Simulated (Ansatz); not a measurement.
# B₂+ (doublet): PBE, r2SCAN, PBE0, B3LYP, wB97M-V, B2PLYP, RPA-PBE over vertical gaps between states, cc-pVTZ, part 2 of 2

Ansatz 0.2.0, Gaussian basis; cc-pVTZ, all electrons in the functionals, frozen cores in the correlation of double hybrids and RPA. The steps go on from the part before.

### 12 B2PLYP, charge 1, doublet

Contents of in.yaml:

```yaml
crystal:
  periodic: [false, false, false]
  atoms:
    - {symbol: B, position_ang: [0.000000, 0.000000, 0.000000]}
    - {symbol: B, position_ang: [0.000000, 0.000000, 1.704200]}
basis:
  gaussian: {orbitals: cc-pVTZ}
total_charge: 1
magnetization: {spin_polarized: true, initial_magnetization: 1}
hamiltonian: {xc: {name: B2PLYP}}
correlation: {electrons: outside_noble_gas}
```

Run with:

```sh
ansatz run in.yaml --threads 1 --pin off --events-out ev --progress --plain --max-ram 2393MiB
```

Standard output:

```text
Functional definition: B2PLYP
  name "B2PLYP"
  cite "Grimme, J. Chem. Phys. 124, 034108 (2006) doi:10.1063/1.2148954"
  cite "Becke, Phys. Rev. A 38, 3098 (1988) doi:10.1103/PhysRevA.38.3098"
  cite "Lee, Yang & Parr, Phys. Rev. B 37, 785 (1988) doi:10.1103/PhysRevB.37.785"
  parameter a = 0.53
  parameter c = 0.27
  exchange = (1 - a)*b88_x + a*exact_x
  correlation = (1 - c)*lyp_c + c*(mp2_os + mp2_ss)
362 factors; integrals over basis functions are off by at most 1.3e-3 eV
mean field evaluation 1: about -1332.3853 eV, gradient 5.5e0 eV
mean field evaluation 2: about -1332.3844 eV, gradient 5.5e0 eV
mean field evaluation 4: about -1332.5895 eV, gradient 3.0e-1 eV
mean field evaluation 8: about -1332.5904 eV, gradient 1.5e-3 eV
mean field evaluation 16: about -1332.8009 eV, gradient 1.3e0 eV
mean field evaluation 32: about -1333.1852 eV, gradient 1.4e0 eV
mean field evaluation 64: about -1332.5904 eV, gradient 1.6e-5 eV
mean field evaluation 96: about -1332.8144 eV, gradient 4.4e0 eV
mean field -1333.31879584 eV, -48.9985619910 hartree, gradient 1.9e-6 eV, S^2 1.542705; 13 other end points of the search recorded, 0 dependent functions left out
2 core orbitals not correlated: weight in the atoms' cores, before any rotation towards them, 1.000 or more for the frozen orbitals, at most 0.000 for the correlated occupied ones
reference -1333.31891351 eV, -48.9985663154 hartree; 3, 2 occupied and 55, 56 virtual orbitals, 362 factors
second order -2.73051125 eV of doubles, -0.00000000 eV of singles
Total energy: -1334.05615155 eV, -49.0256593136 hartree
```

Wall time 9.5 s (1 thread of Arm Neoverse N1, shared host).

From the report: ⟨S²⟩ of the determinant 1.543 (pure doublet: 0.75). The determinant is far from a pure spin state, so its energy mixes those of several spin states (harmless only where they are near-degenerate, as at dissociation).

### 13 B2PLYP, charge 1, quartet

Changes to in.yaml since step 12:

```diff
@@ -8,3 +8,3 @@
 total_charge: 1
-magnetization: {spin_polarized: true, initial_magnetization: 1}
+magnetization: {spin_polarized: true, initial_magnetization: 3}
 hamiltonian: {xc: {name: B2PLYP}}
```

Same command.

Standard output:

```text
Functional definition: B2PLYP
  name "B2PLYP"
  cite "Grimme, J. Chem. Phys. 124, 034108 (2006) doi:10.1063/1.2148954"
  cite "Becke, Phys. Rev. A 38, 3098 (1988) doi:10.1103/PhysRevA.38.3098"
  cite "Lee, Yang & Parr, Phys. Rev. B 37, 785 (1988) doi:10.1103/PhysRevB.37.785"
  parameter a = 0.53
  parameter c = 0.27
  exchange = (1 - a)*b88_x + a*exact_x
  correlation = (1 - c)*lyp_c + c*(mp2_os + mp2_ss)
362 factors; integrals over basis functions are off by at most 1.3e-3 eV
mean field evaluation 1: about -1331.5151 eV, gradient 9.3e0 eV
mean field evaluation 2: about -1331.5199 eV, gradient 9.3e0 eV
mean field evaluation 4: about -1332.0752 eV, gradient 6.5e-1 eV
mean field evaluation 8: about -1332.0875 eV, gradient 4.3e-3 eV
mean field evaluation 16: about -1332.1936 eV, gradient 7.7e-1 eV
mean field evaluation 32: about -1332.0875 eV, gradient 3.5e-2 eV
mean field -1333.12741859 eV, -48.9915290069 hartree, gradient 1.3e-6 eV, S^2 3.752201; 4 other end points of the search recorded, 0 dependent functions left out
2 core orbitals not correlated: weight in the atoms' cores, before any rotation towards them, 1.000 or more for the frozen orbitals, at most 0.000 for the correlated occupied ones
reference -1333.12753860 eV, -48.9915334174 hartree; 4, 1 occupied and 54, 57 virtual orbitals, 362 factors
second order -2.38591436 eV of doubles, -0.00000000 eV of singles
Total energy: -1333.77173548 eV, -49.0152072160 hartree
```

Run time: 2.7 s. Hardware: 1 thread of Arm Neoverse N1, shared host.

From the report: ⟨S²⟩ of the determinant 3.752 (pure quartet: 3.75).

From charge 1, doublet: +27.4 kJ/mol.

### 14 RPA-PBE, charge 1, doublet

Contents of in.yaml:

```yaml
crystal:
  periodic: [false, false, false]
  atoms:
    - {symbol: B, position_ang: [0.000000, 0.000000, 0.000000]}
    - {symbol: B, position_ang: [0.000000, 0.000000, 1.704200]}
basis:
  gaussian: {orbitals: cc-pVTZ}
total_charge: 1
magnetization: {spin_polarized: true, initial_magnetization: 1}
hamiltonian: {xc: {name: PBE}}
correlation: {method: rpa, electrons: outside_noble_gas}
```

The command is unchanged.

Standard output:

```text
Functional definition: PBE
  name "PBE"
  cite "Perdew, Burke & Ernzerhof, Phys. Rev. Lett. 77, 3865 (1996) doi:10.1103/PhysRevLett.77.3865"
  parent pbe
  parameter kappa = 0.804
  parameter beta = 0.06672455060314922
  exchange = pbe_x(kappa = kappa, mu = beta*pi^2/3)
  correlation = pbe_c(beta = beta)
362 factors; integrals over basis functions are off by at most 1.3e-3 eV
mean field evaluation 1: about -1332.0085 eV, gradient 1.1e1 eV
mean field evaluation 2: about -1332.0030 eV, gradient 1.1e1 eV
mean field evaluation 4: about -1333.0400 eV, gradient 5.7e-1 eV
mean field evaluation 8: about -1333.0418 eV, gradient 2.7e-3 eV
mean field evaluation 16: about -1333.1066 eV, gradient 4.4e-1 eV
mean field evaluation 32: about -1333.0517 eV, gradient 1.1e-3 eV
mean field evaluation 64: about -1333.1794 eV, gradient 1.0e-3 eV
mean field evaluation 96: about -1332.4665 eV, gradient 1.6e-1 eV
mean field evaluation 128: about -1332.7852 eV, gradient 7.8e-1 eV
mean field evaluation 160: about -1332.5230 eV, gradient 1.5e0 eV
mean field evaluation 192: about -1333.1789 eV, gradient 1.3e-1 eV
mean field evaluation 224: about -1332.3781 eV, gradient 4.8e0 eV
mean field -1333.17938653 eV, -48.9934387934 hartree, gradient 2.3e-6 eV, S^2 1.272606; 22 other end points of the search recorded, 0 dependent functions left out
2 core orbitals not correlated: weight in the atoms' cores, before any rotation towards them, 1.000 or more for the frozen orbitals, at most 0.000 for the correlated occupied ones
reference -1328.07213766 eV, -48.8057508593 hartree; 3, 2 occupied and 55, 56 virtual orbitals, 362 factors
Total energy: -1334.46558364 eV, -49.0407056654 hartree
```

It took 14 s on 1 thread of Arm Neoverse N1, shared host.

From the report: ⟨S²⟩ of the determinant 1.273 (pure doublet: 0.75). The determinant is far from a pure spin state, so its energy mixes those of several spin states (harmless only where they are near-degenerate, as at dissociation).

### 15 RPA-PBE, charge 1, quartet

Changes to in.yaml since step 14:

```diff
@@ -8,3 +8,3 @@
 total_charge: 1
-magnetization: {spin_polarized: true, initial_magnetization: 1}
+magnetization: {spin_polarized: true, initial_magnetization: 3}
 hamiltonian: {xc: {name: PBE}}
```

Same command.

Standard output:

```text
Functional definition: PBE
  name "PBE"
  cite "Perdew, Burke & Ernzerhof, Phys. Rev. Lett. 77, 3865 (1996) doi:10.1103/PhysRevLett.77.3865"
  parent pbe
  parameter kappa = 0.804
  parameter beta = 0.06672455060314922
  exchange = pbe_x(kappa = kappa, mu = beta*pi^2/3)
  correlation = pbe_c(beta = beta)
362 factors; integrals over basis functions are off by at most 1.3e-3 eV
mean field evaluation 1: about -1330.6396 eV, gradient 1.5e1 eV
mean field evaluation 2: about -1330.6379 eV, gradient 1.5e1 eV
mean field evaluation 4: about -1332.7942 eV, gradient 1.3e0 eV
mean field evaluation 8: about -1332.8053 eV, gradient 1.5e-3 eV
mean field evaluation 16: about -1330.6396 eV, gradient 1.5e1 eV
mean field evaluation 32: about -1332.4703 eV, gradient 3.4e0 eV
mean field evaluation 64: about -1332.7984 eV, gradient 4.8e-1 eV
mean field -1332.80527981 eV, -48.9796906253 hartree, gradient 2.3e-6 eV, S^2 3.751134; 9 other end points of the search recorded, 0 dependent functions left out
2 core orbitals not correlated: weight in the atoms' cores, before any rotation towards them, 1.000 or more for the frozen orbitals, at most 0.000 for the correlated occupied ones
reference -1328.67157072 eV, -48.8277796180 hartree; 4, 1 occupied and 54, 57 virtual orbitals, 362 factors
Total energy: -1333.95473612 eV, -49.0219323653 hartree
```

Wall time 4.2 s (1 thread of Arm Neoverse N1, shared host).

From the report: ⟨S²⟩ of the determinant 3.751 (pure quartet: 3.75).

From charge 1, doublet: +49.3 kJ/mol.

### 16 Against the wave-function levels

The yardstick is full CI for this spin, exact in this basis with these frozen cores. It and the other wave-function rows come from earlier runs at the same points. Energies in kJ/mol, counted from charge 1, doublet; blanks weren't run or aren't comparable.

```csv
level,doublet to quartet
FCI,70.4
PBE,36.1
r2SCAN,16.1
PBE0,25.8
B3LYP,35.4
wB97M-V,32.4
B2PLYP,27.4
RPA-PBE,49.3
UHF,-4.7
RMP2,-7.5
UMP2,1.8
RCCSD,42.1
RCCSD(T),66.4
UCCSD(T),48.9
RCCSDT(Q),70.3
UCCSDT(Q),70.9
CASSCF valence,52.6
NEVPT2 valence,71.8
MRCISD+Q valence,72.3
```

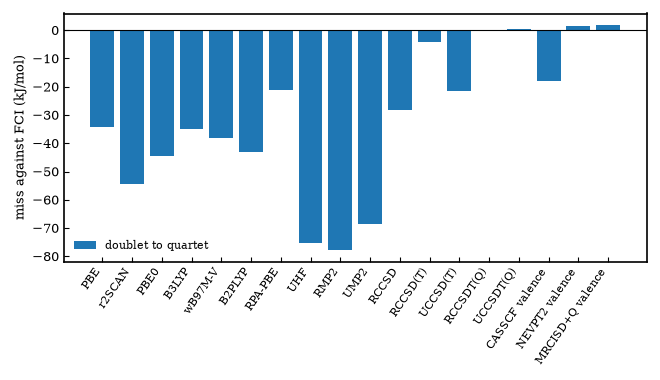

Misses of the gaps against FCI.

Largest miss and mean time a point (FCI took 9.1 min a point; shared hosts):

```csv
level,largest miss (kJ/mol),where,time a point
PBE,-34.3,doublet to quartet,6.7 s
r2SCAN,-54.3,doublet to quartet,18 s
PBE0,-44.6,doublet to quartet,4.2 s
B3LYP,-35.1,doublet to quartet,5.8 s
wB97M-V,-38.0,doublet to quartet,18 s
B2PLYP,-43.0,doublet to quartet,6.1 s
RPA-PBE,-21.1,doublet to quartet,9.1 s
UHF,-75.1,doublet to quartet,
RMP2,-77.9,doublet to quartet,
UMP2,-68.6,doublet to quartet,
RCCSD,-28.3,doublet to quartet,
RCCSD(T),-4.0,doublet to quartet,8.2 s
UCCSD(T),-21.5,doublet to quartet,8.3 s
RCCSDT(Q),-0.1,doublet to quartet,42 s
UCCSDT(Q),+0.5,doublet to quartet,49 s
CASSCF valence,-17.8,doublet to quartet,
NEVPT2 valence,+1.4,doublet to quartet,2.6 s
MRCISD+Q valence,+1.9,doublet to quartet,5.2 s
```

### 17 What came out

The summary covers parts 1 to 2.

```
               quantity                              value
doublet to quartet, FCI                        70.4 kJ/mol
      largest miss, PBE  -34.3 kJ/mol (doublet to quartet)
   largest miss, r2SCAN  -54.3 kJ/mol (doublet to quartet)
     largest miss, PBE0  -44.6 kJ/mol (doublet to quartet)
    largest miss, B3LYP  -35.1 kJ/mol (doublet to quartet)
  largest miss, wB97M-V  -38.0 kJ/mol (doublet to quartet)
   largest miss, B2PLYP  -43.0 kJ/mol (doublet to quartet)
  largest miss, RPA-PBE  -21.1 kJ/mol (doublet to quartet)
 largest miss, RCCSD(T)   -4.0 kJ/mol (doublet to quartet)
 largest miss, UCCSD(T)  -21.5 kJ/mol (doublet to quartet)
```

In words: Of the functionals, RPA-PBE keep the smallest largest miss at the points compared (at most 21.1 kJ/mol) and r2SCAN strays most (54.3 kJ/mol, at doublet to quartet). PBE, r2SCAN, PBE0, B3LYP, wB97M-V, B2PLYP, RPA-PBE clearly break the spin symmetry at some points (⟨S²⟩ up to 0.79 above the pure value), so energy there is bought with a mixed spin. Functionals and the yardstick converge differently with the basis, so part of each miss in cc-pVTZ is the basis.
